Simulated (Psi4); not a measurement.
**SnH3OF (SMILES [OH][SnH2][F]) at wB97M-V/def2-TZVPD (density fitting, core potential, sweep point 4)**

What is the vertical electron affinity of SnH3OF at wB97M-V/def2-TZVPD (density fitting, core potential, sweep point 4)? 

The results are computed with Psi4 1.11.

### 1 Starting point

The species is SnH3OF (6 atoms), meant as a singlet with charge 0. As SMILES, `[OH][SnH2][F]`. The coordinates come from a PBE0-D4/def2-TZVP relaxation. This is one conformer, not always the lowest.

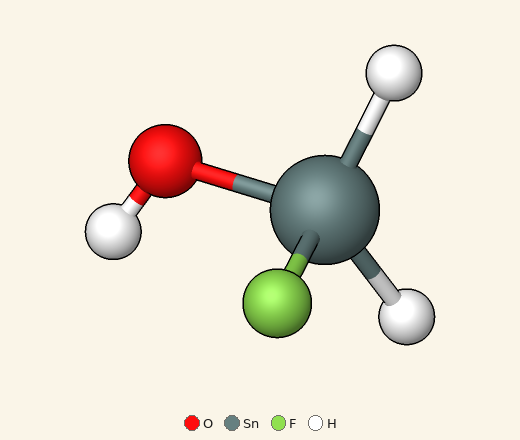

The structure, seen from a chosen angle (oxygen red, tin teal, fluorine green, hydrogen white).

### 2 A single-point energy at wB97M-V/def2-TZVPD (density fitting, core potential, sweep point 4)

Contents of calc.py:

```python
import psi4

psi4.set_memory(1600000000)
psi4.set_num_threads(1)
psi4.core.set_output_file('psi4.out', False)

molecule = psi4.geometry("""
0 1
O     -2.67282863    -0.62927880    -0.80313360
Sn     0.57126421     0.48358092     0.53611530
F      2.66281308    -2.48517883     0.57088626
H     -2.58627917    -1.29578520    -2.48820239
H      2.07132881     2.48895828    -1.47795480
H      0.03307021     1.31657219     3.57517286
units au
symmetry c1
""")

psi4.set_options({
    'puream': True,
    'scf_type': 'df',
    'dft_radial_points': 50,
    'dft_spherical_points': 194,
})

e_tot = psi4.energy('wb97m-v/def2-TZVPD', molecule=molecule)
print(f'wb97m-v/def2-TZVPD energy: {e_tot:.10f} Eh')
for k, v in sorted(psi4.core.scalar_variables().items()):
    print(f'{k:45s} {v:18.10f}')
```

Started as:

```bash
python calc.py
```

psi4.out:

```text
[...]
    !!!  WARNING: ECP capability is in beta. Please check occupations closely.  !!!
[...]
  Running in c1 symmetry.
[...]
  Nuclear repulsion =  145.590402903638193
[...]
  Multiplicity = 1
[...]
  Nalpha       = 21
  Nbeta        = 21
[...]
    Number of basis functions: 163
[...]
   @DF-RKS iter   1:  -390.90010432814904   -1.70497e+00   5.52804e-03 ADIIS/DIIS
[...]
   @DF-RKS iter   9:  -391.18665105715161   -5.91998e-08   3.31311e-07 DIIS
[...]
    Orbital Energies [Eh]
    ---------------------
    Doubly Occupied:
       1A    -24.853249     2A    -19.335633     3A     -5.287350
       4A     -3.619548     5A     -3.617757     6A     -3.616449
       7A     -1.275600     8A     -1.196392     9A     -1.178518
      10A     -1.175704    11A     -1.174722    12A     -1.161616
      13A     -1.089620    14A     -0.662132    15A     -0.573434
      16A     -0.511396    17A     -0.509010    18A     -0.493994
      19A     -0.453818    20A     -0.440626    21A     -0.420124
[...]
  @DF-RKS Final Energy:  -391.18665105715161
   => Energetics <=
    Nuclear Repulsion Energy =            145.5904029036381928
    One-Electron Energy =                -911.6968357012392516
    Two-Electron Energy =                 401.9553932167088419
    DFT Exchange-Correlation Energy =     -27.2012203594467508
    Empirical Dispersion Energy =           0.0000000000000000
    VV10 Nonlocal Energy =                  0.1656088831873787
    Total Energy =                       -391.1866510571516073
[...]
 Multipole Moments:
 ------------------------------------------------------------------------------------
     Multipole            Electronic (a.u.)      Nuclear  (a.u.)        Total (a.u.)
 ------------------------------------------------------------------------------------
 L = 1.  Multiply by 2.5417464519 to convert [e a0] to [Debye]
 Dipole X            :          5.5066747           -5.5037723            0.0029025
 Dipole Y            :         16.0417756          -15.1119238            0.9298517
 Dipole Z            :          6.1126312           -6.3430160           -0.2303848
 Magnitude           :                                                    0.9579717
[...]
```

The script printed:

```text
wb97m-v/def2-TZVPD energy: -391.1866510572 Eh
CURRENT ENERGY                                   -391.1866510572
CURRENT REFERENCE ENERGY                         -391.1866510572
DD SOLVATION ENERGY                                 0.0000000000
DFT FUNCTIONAL TOTAL ENERGY                      -391.1866510572
DFT TOTAL ENERGY                                 -391.1866510572
DFT VV10 ENERGY                                     0.1656088832
DFT XC ENERGY                                     -27.2012203594
GRID ELECTRONS ALPHA                               21.0001374127
GRID ELECTRONS BETA                                21.0001374127
GRID ELECTRONS TOTAL                               42.0002748254
NUCLEAR REPULSION ENERGY                          145.5904029036
ONE-ELECTRON ENERGY                              -911.6968357012
PCM POLARIZATION ENERGY                             0.0000000000
PE ENERGY                                           0.0000000000
SCF ITERATION ENERGY                             -391.1866510572
SCF ITERATIONS                                      9.0000000000
SCF TOTAL ENERGY                                 -391.1866510572
TWO-ELECTRON ENERGY                               401.9553932167
XC GRID RADIAL POINTS                              50.0000000000
XC GRID SPHERICAL POINTS                          194.0000000000
XC GRID TOTAL POINTS                            57137.0000000000
```

It took 54 s on 1 thread of Intel Xeon Platinum 8488C (Sapphire Rapids), shared host; peak memory 1 GiB.

### 3 The doublet anion, same level

Contents of job.py:

```python
import psi4

psi4.set_memory('1600 MB')
psi4.set_num_threads(1)
psi4.set_output_file('output.dat', False)

geom = psi4.geometry("""
-1 2
O     -2.67282863    -0.62927880    -0.80313360
Sn     0.57126421     0.48358092     0.53611530
F      2.66281308    -2.48517883     0.57088626
H     -2.58627917    -1.29578520    -2.48820239
H      2.07132881     2.48895828    -1.47795480
H      0.03307021     1.31657219     3.57517286
units bohr
symmetry c1
""")

psi4.set_options({
    'reference': 'uks',
    'puream': True,
    'scf_type': 'df',
    'dft_radial_points': 50,
    'dft_spherical_points': 194,
    'maxiter': 150,
})

result = psi4.energy("wb97m-v/def2-TZVPD", molecule=geom)
print(f'total energy {result:.8f} hartree = {result * 27.211386:.5f} eV')
for k, v in sorted(psi4.core.scalar_variables().items()):
    print(f'{k:45s} {v:18.10f}')
```

Started as:

```bash
python job.py
```

output.dat:

```text
[...]
    !!!  WARNING: ECP capability is in beta. Please check occupations closely.  !!!
[...]
  Running in c1 symmetry.
[...]
  Nuclear repulsion =  145.590402903638193
[...]
  Multiplicity = 2
[...]
  Nalpha       = 22
  Nbeta        = 21
[...]
    Number of basis functions: 163
[...]
   @DF-UKS iter   1:  -390.66346356355444   -1.46833e+00   6.60974e-03 ADIIS/DIIS
[...]
   @DF-UKS iter  20:  -391.15483421674998   -8.17413e-07   9.36049e-07 DIIS
[...]
   @S^2 Observed:                7.508250689E-01
[...]
    Orbital Energies [Eh]
    ---------------------
    Alpha Occupied:
       1A    -24.689063     2A    -19.139533     3A     -5.104790
       4A     -3.437578     5A     -3.434356     6A     -3.434056
       7A     -1.110349     8A     -1.011491     9A     -0.996559
      10A     -0.992949    11A     -0.992472    12A     -0.983062
      13A     -0.898368    14A     -0.485687    15A     -0.390374
      16A     -0.347653    17A     -0.346476    18A     -0.327845
      19A     -0.282997    20A     -0.259726    21A     -0.234342
      22A      0.031741
    Alpha Virtual:
      23A      0.158058    24A      0.168593    25A      0.189956
[...]
  @DF-UKS Final Energy:  -391.15483421674998
   => Energetics <=
    Nuclear Repulsion Energy =            145.5904029036381928
    One-Electron Energy =                -919.1836646075776116
    Two-Electron Energy =                 409.5189583745554955
    DFT Exchange-Correlation Energy =     -27.2476253511878603
    Empirical Dispersion Energy =           0.0000000000000000
    VV10 Nonlocal Energy =                  0.1670944638218483
    Total Energy =                       -391.1548342167499754
[...]
 Multipole Moments:
 ------------------------------------------------------------------------------------
     Multipole            Electronic (a.u.)      Nuclear  (a.u.)        Total (a.u.)
 ------------------------------------------------------------------------------------
 L = 1.  Multiply by 2.5417464519 to convert [e a0] to [Debye]
 Dipole X            :          7.2672988           -5.5037723            1.7635266
 Dipole Y            :         16.4023919          -15.1119238            1.2904680
 Dipole Z            :          7.8167454           -6.3430160            1.4737294
 Magnitude           :                                                    2.6357565
[...]
```

On the terminal:

```text
total energy -391.15483422 hartree = -10643.86518 eV
CURRENT ENERGY                                   -391.1548342167
CURRENT REFERENCE ENERGY                         -391.1548342167
DD SOLVATION ENERGY                                 0.0000000000
DFT FUNCTIONAL TOTAL ENERGY                      -391.1548342167
DFT TOTAL ENERGY                                 -391.1548342167
DFT VV10 ENERGY                                     0.1670944638
DFT XC ENERGY                                     -27.2476253512
GRID ELECTRONS ALPHA                               22.0002272757
GRID ELECTRONS BETA                                21.0001405138
GRID ELECTRONS TOTAL                               43.0003677895
NUCLEAR REPULSION ENERGY                          145.5904029036
ONE-ELECTRON ENERGY                              -919.1836646076
PCM POLARIZATION ENERGY                             0.0000000000
PE ENERGY                                           0.0000000000
SCF ITERATION ENERGY                             -391.1548342167
SCF ITERATIONS                                     20.0000000000
SCF TOTAL ENERGY                                 -391.1548342167
TWO-ELECTRON ENERGY                               409.5189583746
XC GRID RADIAL POINTS                              50.0000000000
XC GRID SPHERICAL POINTS                          194.0000000000
XC GRID TOTAL POINTS                            57137.0000000000
```

Wall time 1.9 min (1 thread of Intel Xeon Platinum 8488C (Sapphire Rapids), shared host); peak memory 1 GiB.

### 4 What came out

Level: wB97M-V/def2-TZVPD (density fitting, core potential, sweep point 4).

| quantity | value |
| --- | --- |
| singlet SnH3OF: total energy | -391.18665 Eh |
| singlet SnH3OF: dipole moment | 2.43 D |
| singlet SnH3OF: HOMO energy | -11.43 eV |
| singlet SnH3OF: LUMO energy | 0.54 eV |
| singlet SnH3OF: HOMO–LUMO gap | 11.97 eV |
| doublet anion: total energy | -391.15483 Eh |
| doublet anion: HOMO energy (highest over α and β) | 0.86 eV |
| doublet anion: LUMO energy (lowest over α and β) | 4.25 eV |
| doublet anion: ⟨S²⟩ | 0.751 |
| vertical electron affinity (to the doublet anion) | -0.866 eV |

What this shows: The anion lies 0.87 eV (20.0 kcal/mol) above the neutral: the electron isn't bound at this level, and such a value depends on the basis. The HOMO (doublet anion) lies at positive energy, 0.86 eV; only total energies tell whether the electron is bound.
